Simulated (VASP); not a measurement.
Band structure of BeTe (zinc blende). All values below come from vdW-DF2, VASP's PBE PAW potentials (set 64) (plane waves; VASP).

Unless said otherwise, spin-orbit coupling is left out, though it shifts the bands of the heavy elements here.

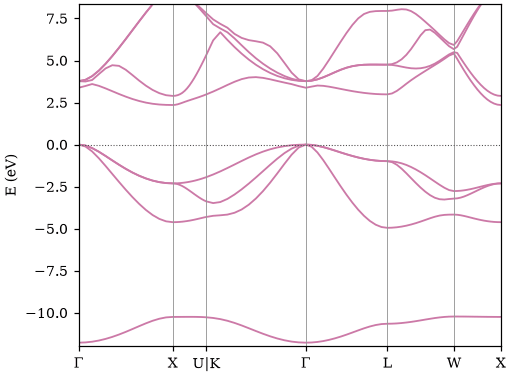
Figure: Bands along high-symmetry lines, zero at the valence-band maximum or, without a gap, the Fermi level

Question: Read the plot: is there a gap, and where are the band edges?

Answer: The gap is indirect, 2.35 eV, from the valence maximum at Γ to the conduction minimum at X. (Edges off the drawn lines would not show.)

Measured: gap 2.80 eV (computed value off by -0.45 eV), as given by Das et al., (2018), arXiv:1807.05623.

The compound is BeTe in the zinc blende structure. It was relaxed first, which changed the volume by +8 %.
